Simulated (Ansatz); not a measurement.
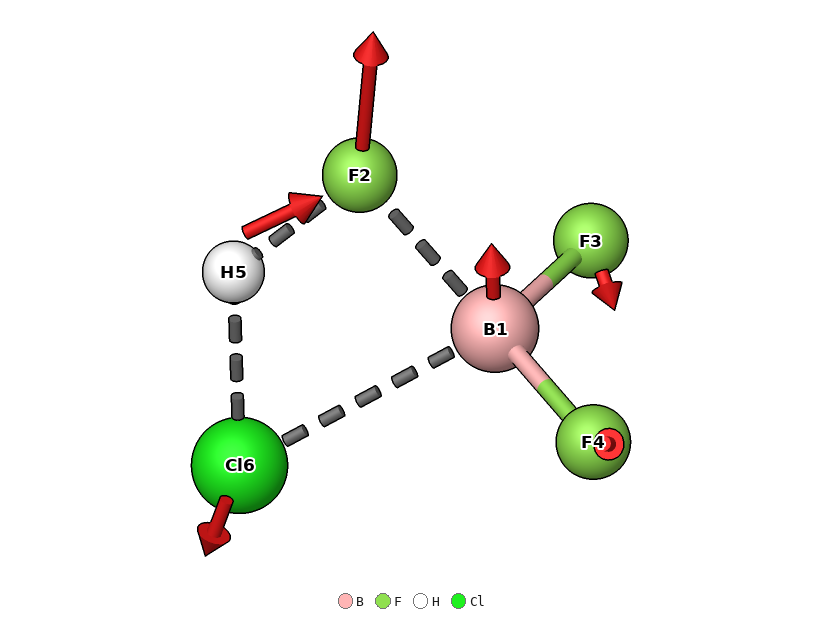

The arrows show one normal mode. Broken sticks mark bonds that form or break. Harmonic vibrations computed with RKS PBE0-D4/def2-TZVP (Ansatz 0.2.0) at a stationary point of the same level. It is a saddle point of order 1.

**At what wavenumber does it lie?**

516 cm⁻¹; it is mode 6 of 12 counted from the lowest.
